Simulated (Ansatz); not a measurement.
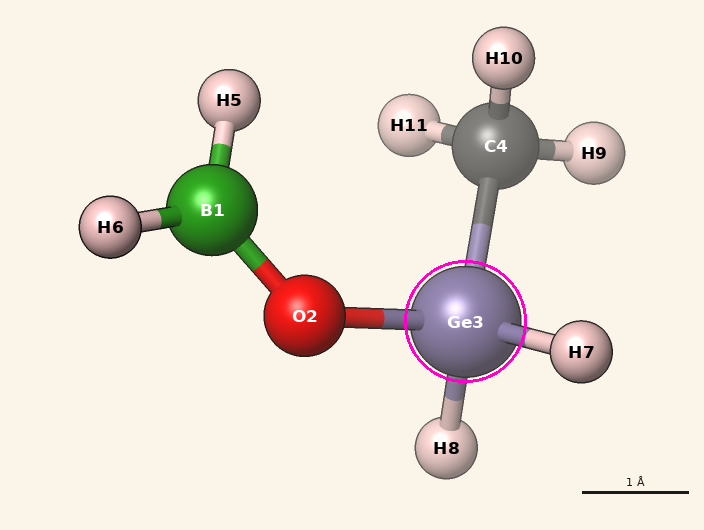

Orthographic view. Depth is shown by fading: the farther an atom, the more it takes the colour of the background. The geometry was computed by an optimisation with PBE0-D4/def2-TZVP. No frequency run is at hand to confirm it as a minimum.

Name the neighbours of the circled atom.

The circled atom is Ge3; it is bonded to O2, C4, H7, H8.

Which two atoms are farthest apart in space?

H6 and H9, 5.68 Å.

Which atom is nearest the viewer?

H6, 1.8 Å in front of the mean position.

Of C4 and H10, which is nearer the viewer?

H10; the bond to C4 points away from the viewer, so it looks shorter than its 1.09 Å.
